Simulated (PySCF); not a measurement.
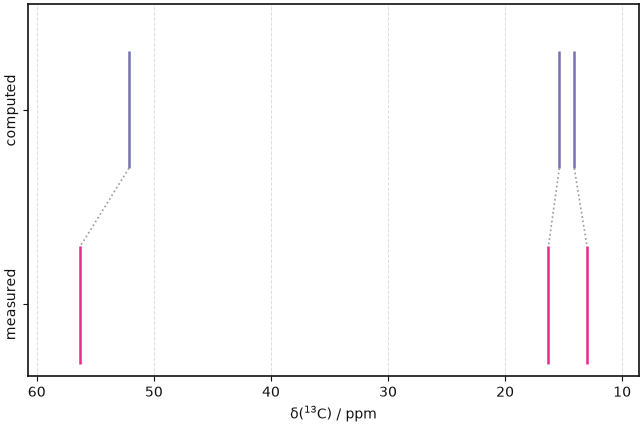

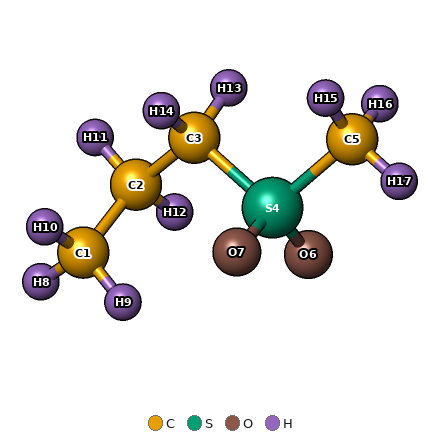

¹³C shifts of C₄H₁₀O₂S, SMILES CCCS(C)(=O)=O against TMS: GIAO HF/pcSseg-1 (PySCF 2.14.0) for one gas-phase conformer (PBE0-D3(BJ)/def2-SVP, like atoms averaged) above, published measurements (solution) below; dotted lines join the same nuclei. Only nuclei with a measured value are shown, one named for each set of like atoms.

### Is the order of the signals reproduced?

Yes, no dotted lines cross.

### Assign the lines.

```csv
nucleus,computed,measured
C3,52.1,56.3
C2,15.4,16.3
C1,14.1,13.0
```
